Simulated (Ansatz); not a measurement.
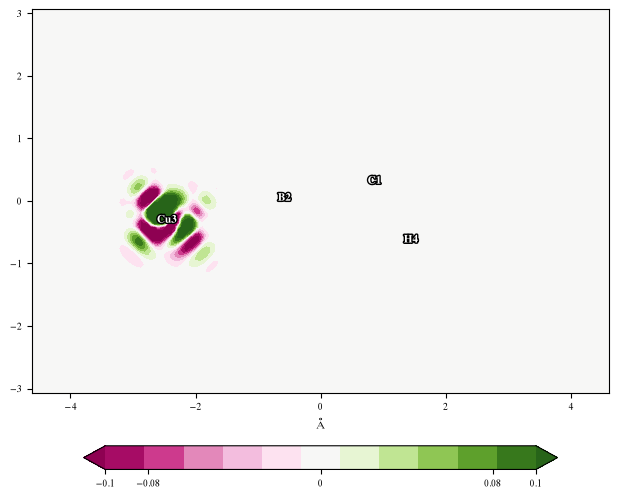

The picture shows: CH3BCu (charge +1). The HOMO−1 on the plane of atoms B2, C1 and H4 (values in Å⁻³ᐟ²; the overall sign is arbitrary).

Geometry: B3LYP-D4/def2-TZVP.

These are results of isolated molecule in a Gaussian basis; Kohn-Sham density functional theory, functional PBE0 in Ansatz, not measurements.

Input file:

```
crystal:
  periodic: [false, false, false]
  atoms:
    - {symbol: C, position_ang: [-0.190857, 2.325898, 0.071035]}
    - {symbol: B, position_ang: [0.975475, 1.548615, -0.395230]}
    - {symbol: Cu, position_ang: [2.478193, 0.547063, -0.995908]}
    - {symbol: H, position_ang: [0.101876, 3.359812, 0.304669]}
    - {symbol: H, position_ang: [-0.971366, 2.353858, -0.703101]}
    - {symbol: H, position_ang: [-0.618925, 1.874277, 0.977717]}
basis:
  gaussian:
    orbitals: def2-TZVPD
total_charge: 1
hamiltonian:
  xc: {name: PBE0}
output: {forces: true, orbitals: {seedname: orbitals}}
```

Launched as:

```sh
ansatz run input.yaml --threads 2 --pin off --max-ram 4350MiB --events-out events.jsonl --progress --plain --runs-dir runs
```

> Where does this orbital lie, and at what energy?

Its weight (Hirshfeld) is mainly on Cu3 (about 100 %). It is one of a degenerate set, so its orientation is arbitrary. Its energy is −14.46 eV.
